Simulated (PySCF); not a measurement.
# CH₆Cl₂OSi₂: NMR shifts at several levels of theory, part 2 of 2

PySCF 2.14.0. Atoms count from 0. Earlier steps stand in the parts before.

### Step 8. Shielding tensors: CAM-B3LYP/pcSseg-1

The job: settings as JSON, then the geometry in Å.

```
{"job": {"kind": "nmr", "xc": "CAM-B3LYP", "basis": "pcSseg-1", "pop": false}, "charge": 0, "multiplicity": 1}
Si     1.799060     0.916911    -0.189885
O      1.031868    -0.549250     0.015288
Si    -0.373637    -1.290280     0.406423
Cl    -0.115101    -2.386489     2.136497
C     -1.692737    -0.006240     0.783471
Cl    -1.821919     1.095239    -0.625708
H      3.252133     0.702213     0.054151
H      1.586960     1.408537    -1.579302
H      1.269707     1.910000     0.791099
H     -0.783993    -2.211427    -0.677805
H     -2.677534    -0.463627     0.958085
H     -1.429794     0.594673     1.666372
```

With the program's defaults for keys left out, this is: GIAO CAM-B3LYP/pcSseg-1 NMR shielding, non-relativistic, gas phase.

Output:

```text
coarse grid: 12392 points
cycle   1  E = -1616.2289311735  dE =  4.536e-01  |g| = 8.064e-01  |ddm| = 3.116e+00
cycle   2  E = -1616.1401327129  dE =  8.880e-02  |g| = 1.100e+00  |ddm| = 1.307e+00
cycle   3  E = -1616.3530895826  dE = -2.130e-01  |g| = 8.830e-02  |ddm| = 7.602e-01
cycle   4  E = -1616.3546280039  dE = -1.538e-03  |g| = 3.526e-02  |ddm| = 1.216e-01
cycle   5  E = -1616.3548794061  dE = -2.514e-04  |g| = 6.574e-03  |ddm| = 3.782e-02
cycle   6  E = -1616.3548883125  dE = -8.906e-06  |g| = 2.463e-03  |ddm| = 7.950e-03
final grid: 101992 points
cycle   7  E = -1616.3922430243  dE = -8.672e-06  |g| = 2.454e-03  |ddm| = 8.506e-03
cycle   8  E = -1616.3922427836  dE =  2.406e-07  |g| = 2.752e-03  |ddm| = 3.009e-03
cycle   9  E = -1616.3922440348  dE = -1.251e-06  |g| = 3.570e-04  |ddm| = 1.719e-03
cycle  10  E = -1616.3922440565  dE = -2.168e-08  |g| = 9.500e-05  |ddm| = 3.223e-04
cycle  11  E = -1616.3922440584  dE = -1.915e-09  |g| = 3.080e-05  |ddm| = 9.860e-05
cycle  12  E = -1616.3922440587  dE = -2.656e-10  |g| = 1.047e-05  |ddm| = 3.737e-05
converged SCF energy = -1616.3922440587

GIAO shielding tensors (ppm)
atom      isotropic    diamagn.    paramagn.     s11        s22        s33       span
  0 Si     382.665     877.368    -494.703    339.504    355.860    452.632    113.129
  1 O      297.896     400.256    -102.360    269.017    294.307    330.364     61.347
  2 Si     357.722     877.020    -519.298    339.236    346.742    387.189     47.952
  3 Cl     882.850    1148.102    -265.252    747.591    887.030   1013.928    266.337
  4 C      147.994     255.067    -107.073    127.241    134.837    181.904     54.663
  5 Cl     935.302    1148.780    -213.478    836.090    880.795   1089.022    252.932
  6 H       26.458      27.616      -1.158     22.891     24.609     31.873      8.982
  7 H       26.361      28.644      -2.283     22.962     24.970     31.152      8.190
  8 H       26.404      29.413      -3.009     22.954     25.495     30.763      7.810
  9 H       26.297      27.696      -1.399     22.713     24.204     31.974      9.261
 10 H       28.613      28.762      -0.149     22.372     28.410     35.057     12.685
 11 H       28.453      31.078      -2.625     23.606     27.803     33.950     10.344
```

Wall time 25 s (1 thread of Arm Neoverse V1, shared host); peak memory 0.96 GiB.

In short: δ C4 34.5, Si2 -14.3, Si0 -39.3, O1 40.7, H9 5.03, H6 4.92 ppm (means over like atoms).

### Step 9. NMR shieldings: wB97X-D/pcSseg-1

The job, as its differences from that of step 8:

```diff
@@ -1,2 +1,2 @@
-{"job": {"kind": "nmr", "xc": "CAM-B3LYP", "basis": "pcSseg-1", "pop": false}, "charge": 0, "multiplicity": 1}
+{"job": {"kind": "nmr", "xc": "wB97X-D", "basis": "pcSseg-1", "pop": false}, "charge": 0, "multiplicity": 1}
 Si     1.799060     0.916911    -0.189885
```

With the program's defaults for keys left out, this is: GIAO wB97X-D/pcSseg-1 NMR shielding, non-relativistic, gas phase.

Output:

```text
coarse grid: 12392 points
cycle   1  E = -1616.1565845329  dE =  4.528e-01  |g| = 8.006e-01  |ddm| = 3.103e+00
cycle   2  E = -1616.1101713641  dE =  4.641e-02  |g| = 9.921e-01  |ddm| = 1.216e+00
cycle   3  E = -1616.2842278678  dE = -1.741e-01  |g| = 7.587e-02  |ddm| = 6.435e-01
cycle   4  E = -1616.2854259819  dE = -1.198e-03  |g| = 3.339e-02  |ddm| = 1.093e-01
cycle   5  E = -1616.2856670974  dE = -2.411e-04  |g| = 6.216e-03  |ddm| = 3.780e-02
cycle   6  E = -1616.2856770201  dE = -9.923e-06  |g| = 2.297e-03  |ddm| = 1.040e-02
final grid: 101992 points
cycle   7  E = -1616.3412086216  dE = -1.093e-04  |g| = 4.812e-03  |ddm| = 3.059e-02
cycle   8  E = -1616.3412121627  dE = -3.541e-06  |g| = 2.959e-03  |ddm| = 8.406e-03
cycle   9  E = -1616.3412136982  dE = -1.535e-06  |g| = 4.316e-04  |ddm| = 2.997e-03
cycle  10  E = -1616.3412137326  dE = -3.434e-08  |g| = 2.004e-04  |ddm| = 5.989e-04
cycle  11  E = -1616.3412137419  dE = -9.314e-09  |g| = 7.525e-05  |ddm| = 2.369e-04
cycle  12  E = -1616.3412137432  dE = -1.353e-09  |g| = 2.268e-05  |ddm| = 1.086e-04
cycle  13  E = -1616.3412137434  dE = -1.432e-10  |g| = 6.776e-06  |ddm| = 3.046e-05
converged SCF energy = -1616.3412137434

GIAO shielding tensors (ppm)
atom      isotropic    diamagn.    paramagn.     s11        s22        s33       span
  0 Si     388.047     877.483    -489.436    345.681    361.485    456.974    111.293
  1 O      299.080     399.977    -100.897    270.364    295.822    331.054     60.691
  2 Si     365.574     877.132    -511.557    347.028    354.104    395.591     48.563
  3 Cl     887.537    1147.954    -260.417    753.619    892.628   1016.365    262.746
  4 C      150.573     256.180    -105.607    130.054    137.483    184.183     54.129
  5 Cl     939.722    1148.711    -208.989    842.683    886.842   1089.641    246.958
  6 H       26.488      27.619      -1.131     22.908     24.632     31.923      9.015
  7 H       26.388      28.648      -2.259     22.978     24.990     31.197      8.219
  8 H       26.425      29.414      -2.989     22.964     25.523     30.789      7.825
  9 H       26.302      27.639      -1.337     22.712     24.207     31.986      9.275
 10 H       28.650      28.802      -0.153     22.393     28.377     35.179     12.786
 11 H       28.489      31.134      -2.646     23.620     27.786     34.060     10.439
```

Run time: 25 s. Hardware: 1 thread of Arm Neoverse V1, shared host; peak memory 0.88 GiB.

Key values: δ C4 34.0, Si2 -12.6, Si0 -35.1, O1 34.1, H9 5.08, H6 4.95 ppm (means over like atoms).

### Step 10. NMR shieldings: LC-wPBE/pcSseg-1

The job, as its differences from that of step 9:

```diff
@@ -1,2 +1,2 @@
-{"job": {"kind": "nmr", "xc": "wB97X-D", "basis": "pcSseg-1", "pop": false}, "charge": 0, "multiplicity": 1}
+{"job": {"kind": "nmr", "xc": "LC-wPBE", "basis": "pcSseg-1", "pop": false}, "charge": 0, "multiplicity": 1}
 Si     1.799060     0.916911    -0.189885
```

With the program's defaults for keys left out, this is: GIAO LC-wPBE/pcSseg-1 NMR shielding, non-relativistic, gas phase.

Output:

```text
coarse grid: 12392 points
cycle   1  E = -1615.6854663545  dE =  4.716e-01  |g| = 8.067e-01  |ddm| = 3.100e+00
cycle   2  E = -1615.6840191154  dE =  1.447e-03  |g| = 8.966e-01  |ddm| = 1.123e+00
cycle   3  E = -1615.8215225995  dE = -1.375e-01  |g| = 7.742e-02  |ddm| = 5.461e-01
cycle   4  E = -1615.8228130570  dE = -1.290e-03  |g| = 3.527e-02  |ddm| = 1.093e-01
cycle   5  E = -1615.8230961062  dE = -2.830e-04  |g| = 6.798e-03  |ddm| = 4.016e-02
cycle   6  E = -1615.8231100528  dE = -1.395e-05  |g| = 2.224e-03  |ddm| = 1.274e-02
cycle   7  E = -1615.8231111832  dE = -1.130e-06  |g| = 6.093e-04  |ddm| = 3.599e-03
final grid: 101992 points
cycle   8  E = -1615.8957899874  dE = -5.398e-05  |g| = 6.295e-03  |ddm| = 1.848e-02
cycle   9  E = -1615.8957915963  dE = -1.609e-06  |g| = 3.624e-03  |ddm| = 4.509e-03
cycle  10  E = -1615.8957936845  dE = -2.088e-06  |g| = 1.036e-03  |ddm| = 2.498e-03
cycle  11  E = -1615.8957938621  dE = -1.776e-07  |g| = 1.644e-04  |ddm| = 6.545e-04
cycle  12  E = -1615.8957938679  dE = -5.828e-09  |g| = 7.487e-05  |ddm| = 2.191e-04
cycle  13  E = -1615.8957938694  dE = -1.418e-09  |g| = 1.251e-05  |ddm| = 1.033e-04
cycle  14  E = -1615.8957938694  dE = -8.140e-11  |g| = 3.551e-06  |ddm| = 3.736e-05
converged SCF energy = -1615.8957938694

GIAO shielding tensors (ppm)
atom      isotropic    diamagn.    paramagn.     s11        s22        s33       span
  0 Si     389.586     877.478    -487.892    346.473    361.530    460.755    114.282
  1 O      308.022     399.786     -91.765    278.737    305.128    340.200     61.462
  2 Si     366.357     877.241    -510.884    346.666    355.984    396.421     49.755
  3 Cl     902.276    1147.863    -245.587    772.518    911.153   1023.156    250.639
  4 C      157.007     256.426     -99.418    137.897    144.366    188.760     50.863
  5 Cl     953.332    1148.565    -195.233    860.689    904.103   1095.204    234.515
  6 H       26.474      27.555      -1.081     22.904     24.587     31.931      9.027
  7 H       26.388      28.567      -2.179     22.974     24.980     31.209      8.236
  8 H       26.435      29.337      -2.902     22.979     25.546     30.779      7.800
  9 H       26.319      27.576      -1.256     22.741     24.227     31.990      9.248
 10 H       28.688      28.764      -0.076     22.301     28.301     35.462     13.160
 11 H       28.530      31.094      -2.563     23.556     27.755     34.281     10.725
```

Wall time 32 s (1 thread of Arm Neoverse V1, shared host); peak memory 0.82 GiB.

In short: δ C4 31.6, Si2 -7.9, Si0 -31.1, O1 30.7, H9 5.01, H6 4.89 ppm (means over like atoms).

### Step 11. NMR shieldings: PBE0/6-31G

The job, as its differences from that of step 10:

```diff
@@ -1,2 +1,2 @@
-{"job": {"kind": "nmr", "xc": "LC-wPBE", "basis": "pcSseg-1", "pop": false}, "charge": 0, "multiplicity": 1}
+{"job": {"kind": "nmr", "xc": "PBE0", "basis": "6-31G", "pop": true}, "charge": 0, "multiplicity": 1}
 Si     1.799060     0.916911    -0.189885
```

Method: GIAO PBE0/6-31G NMR shielding, non-relativistic, gas phase.

Output:

```text
coarse grid: 12392 points
cycle   1  E = -1615.4804222901  dE =  6.293e-01  |g| = 7.524e-01  |ddm| = 3.286e+00
cycle   2  E = -1615.2620330765  dE =  2.184e-01  |g| = 1.300e+00  |ddm| = 2.083e+00
cycle   3  E = -1615.6021384264  dE = -3.401e-01  |g| = 1.249e-01  |ddm| = 1.382e+00
cycle   4  E = -1615.6066338357  dE = -4.495e-03  |g| = 3.274e-02  |ddm| = 2.441e-01
cycle   5  E = -1615.6069626050  dE = -3.288e-04  |g| = 7.693e-03  |ddm| = 5.734e-02
cycle   6  E = -1615.6069802930  dE = -1.769e-05  |g| = 1.762e-03  |ddm| = 1.159e-02
cycle   7  E = -1615.6069811232  dE = -8.302e-07  |g| = 5.759e-04  |ddm| = 2.772e-03
final grid: 101992 points
cycle   8  E = -1615.5359480388  dE = -1.621e-06  |g| = 6.919e-03  |ddm| = 1.450e-02
cycle   9  E = -1615.5359337459  dE =  1.429e-05  |g| = 1.074e-02  |ddm| = 1.557e-02
cycle  10  E = -1615.5359589186  dE = -2.517e-05  |g| = 9.058e-04  |ddm| = 9.800e-03
cycle  11  E = -1615.5359591064  dE = -1.879e-07  |g| = 1.388e-04  |ddm| = 9.742e-04
cycle  12  E = -1615.5359591118  dE = -5.348e-09  |g| = 3.156e-05  |ddm| = 2.129e-04
cycle  13  E = -1615.5359591121  dE = -2.797e-10  |g| = 6.681e-06  |ddm| = 5.156e-05
converged SCF energy = -1615.5359591121

GIAO shielding tensors (ppm)
atom      isotropic    diamagn.    paramagn.     s11        s22        s33       span
  0 Si     447.212     877.416    -430.204    401.818    415.178    524.639    122.821
  1 O      326.866     407.283     -80.417    258.105    340.949    381.545    123.440
  2 Si     422.426     877.006    -454.581    389.300    417.878    460.099     70.799
  3 Cl     920.586    1147.507    -226.921    787.066    966.880   1007.813    220.748
  4 C      168.773     258.222     -89.449    145.450    158.647    202.220     56.770
  5 Cl     948.340    1145.874    -197.534    862.945    895.372   1086.704    223.759
  6 H       27.204      27.886      -0.682     22.550     25.343     33.718     11.168
  7 H       27.206      27.805      -0.600     23.003     25.611     33.003     10.000
  8 H       27.377      28.358      -0.981     22.900     26.560     32.672      9.772
  9 H       27.162      27.963      -0.801     23.163     24.160     34.163     11.000
 10 H       30.113      30.549      -0.436     23.570     29.660     37.109     13.539
 11 H       29.978      30.977      -1.000     24.932     29.150     35.852     10.920
```

Wall time 9.9 s (1 thread of Arm Neoverse V1, shared host); peak memory 0.5 GiB.

In short: δ C4 30.8, Si2 22.3, Si0 -2.5, O1 -8.4, H9 5.45, H6 5.35 ppm (means over like atoms).

### Step 12. Nuclear shieldings: PBE0/STO-3G

The job, as its differences from that of step 11:

```diff
@@ -1,2 +1,2 @@
-{"job": {"kind": "nmr", "xc": "PBE0", "basis": "6-31G", "pop": true}, "charge": 0, "multiplicity": 1}
+{"job": {"kind": "nmr", "xc": "PBE0", "basis": "STO-3G", "pop": true}, "charge": 0, "multiplicity": 1}
 Si     1.799060     0.916911    -0.189885
```

Level: GIAO PBE0/STO-3G NMR shielding, non-relativistic, gas phase.

Output:

```text
coarse grid: 12392 points
cycle   1  E = -1597.4628079636  dE = -3.111e-01  |g| = 6.592e-01  |ddm| = 4.100e+00
cycle   2  E = -1597.1924491013  dE =  2.704e-01  |g| = 1.303e+00  |ddm| = 2.719e+00
cycle   3  E = -1597.6319454598  dE = -4.395e-01  |g| = 8.341e-02  |ddm| = 1.791e+00
cycle   4  E = -1597.6348617122  dE = -2.916e-03  |g| = 3.003e-02  |ddm| = 2.307e-01
cycle   5  E = -1597.6352137011  dE = -3.520e-04  |g| = 3.994e-03  |ddm| = 5.873e-02
cycle   6  E = -1597.6352186074  dE = -4.906e-06  |g| = 1.506e-03  |ddm| = 8.154e-03
final grid: 101992 points
cycle   7  E = -1597.5585428345  dE = -9.814e-07  |g| = 3.685e-03  |ddm| = 1.138e-02
cycle   8  E = -1597.5585397355  dE =  3.099e-06  |g| = 4.816e-03  |ddm| = 1.275e-02
cycle   9  E = -1597.5585471856  dE = -7.450e-06  |g| = 7.417e-05  |ddm| = 7.305e-03
cycle  10  E = -1597.5585471880  dE = -2.409e-09  |g| = 1.444e-05  |ddm| = 1.691e-04
cycle  11  E = -1597.5585471881  dE = -8.095e-11  |g| = 5.134e-06  |ddm| = 3.277e-05
converged SCF energy = -1597.5585471881

GIAO shielding tensors (ppm)
atom      isotropic    diamagn.    paramagn.     s11        s22        s33       span
  0 Si     559.633     867.484    -307.851    511.688    517.798    649.413    137.725
  1 O      477.405     381.174      96.232    266.297    561.700    604.219    337.923
  2 Si     538.543     867.108    -328.564    470.181    532.225    613.224    143.043
  3 Cl    1161.744    1129.604      32.140   1081.541   1181.184   1222.506    140.964
  4 C      204.893     247.724     -42.831    181.360    187.757    245.562     64.201
  5 Cl    1036.535    1129.212     -92.677    986.158   1008.018   1115.428    129.270
  6 H       29.769      29.825      -0.057     25.307     27.132     36.868     11.561
  7 H       29.913      31.130      -1.217     25.659     27.884     36.196     10.537
  8 H       30.178      31.958      -1.781     26.007     29.071     35.455      9.448
  9 H       29.050      30.790      -1.740     24.368     26.296     36.487     12.119
 10 H       30.635      29.123       1.512     23.833     29.381     38.692     14.859
 11 H       30.658      30.794      -0.136     25.143     29.272     37.558     12.415
```

Run time: 4.9 s. Hardware: 1 thread of Arm Neoverse V1, shared host; peak memory 0.43 GiB.

In short: δ C4 29.8, Si2 -20.9, Si0 -42.0, O1 -135.7, H9 3.55, H6 2.65 ppm (means over like atoms).

### Step 13. Run by run: NMR shifts

Shifts (ppm) of some atoms, chosen among heavy atoms and hydrogens apart, means over like atoms, with basis size and wall time:

```
               run    H9    H6    Si2    Si0      O1   Cl3  Cl5  functions   time
     PBE0/pcSseg-1  5.18  5.04  -13.0  -35.4    37.6    61    9        160   18 s
 mPW1PW91/pcSseg-1  5.14  4.98  -13.5  -35.4    36.7    56    7        160   18 s
     WP04/pcSseg-1  4.54  4.24  -24.9  -44.3    26.7    19   18        160   18 s
    B97-2/pcSseg-1  5.08  4.92  -15.8  -37.2    34.1    50    9        160   17 s
BHandHLYP/pcSseg-1  4.87  4.74  -17.5  -40.7    32.8    40  -12        160   16 s
CAM-B3LYP/pcSseg-1  5.03  4.92  -14.3  -39.3    40.7    56    4        160   25 s
  wB97X-D/pcSseg-1  5.08  4.95  -12.6  -35.1    34.1    52    0        160   25 s
  LC-wPBE/pcSseg-1  5.01  4.89   -7.9  -31.1    30.7    45   -6        160   32 s
        PBE0/6-31G  5.45  5.35   22.3   -2.5    -8.4    11  -17         82  9.9 s
       PBE0/STO-3G  3.55  2.65  -20.9  -42.0  -135.7  -136  -11         52  4.9 s
```

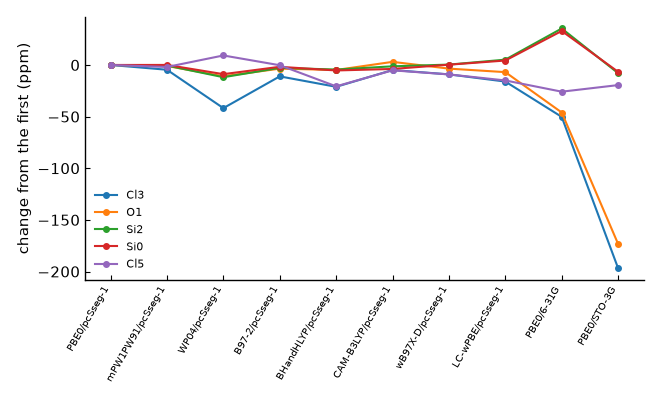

How five of the tabulated atoms move from run to run.

### Step 14. Results

What follows sums up all 2 parts.

```
                                                              quantity                                             value
                                                           point group                                                C1
                                  rotational constants (main isotopes)                              1.64, 1.08, 0.70 GHz
                                ¹³C shifts against TMS (PBE0/pcSseg-1)                                          34.4 ppm
¹H shifts against TMS (PBE0/pcSseg-1, means over atoms taken as alike)                        5.18, 5.04, 2.93, 2.77 ppm
                               ²⁹Si shifts against TMS (PBE0/pcSseg-1)                                  -13.0, -35.4 ppm
                                ¹⁷O shifts against H2O (PBE0/pcSseg-1)                                          37.6 ppm
                               ³⁵Cl shifts against HCl (PBE0/pcSseg-1)                                         61, 9 ppm
                       range of the shift of Cl3 (minimal bases aside)                                      11 to 61 ppm
                                         property runs in this session  10, of which 0 failed and 1 gave unsound results
```

In words: Single values in the summary come from the first sound run of each kind (PBE0/pcSseg-1), which need not be the best level. The start of the PBE0/def2-SVP relaxation was shaken at random by about 0.01 Å, so part of the energy gained, and of the first lengths quoted, undoes that. Over 21 steps the energy fell by 0.222 eV; of the close pairs, Si2–H9 changed most, 1.434 to 1.481 Å. Leaving out the minimal-basis runs, which are unusable for shieldings: In ppm, Cl3 moves most: its shift spreads over 50 ppm, from 11 (PBE0/6-31G) to 61 (PBE0/pcSseg-1).
